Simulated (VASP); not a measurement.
Band structure of InSb (relaxed from the WC structure, space group P-6m2). Calculation: r2SCAN meta-GGA, VASP's PBE PAW potentials (set 64) (plane waves; VASP).

Unless said otherwise, spin-orbit coupling is left out, though it shifts the bands of the heavy elements here.

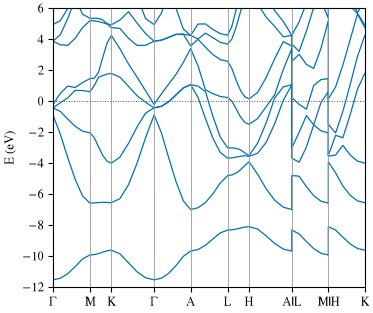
Fig. 1. Bands along high-symmetry lines, zero at the valence-band maximum or, without a gap, the Fermi level

Task: Read the plot: is there a gap, and where are the band edges?

Result: It has no gap at this level: it comes out as a metal or semimetal.

The structure was generated: InSb was put into the WC type (P-6m2), which need not be its known phase. It was relaxed first, which changed the volume by +10 %.
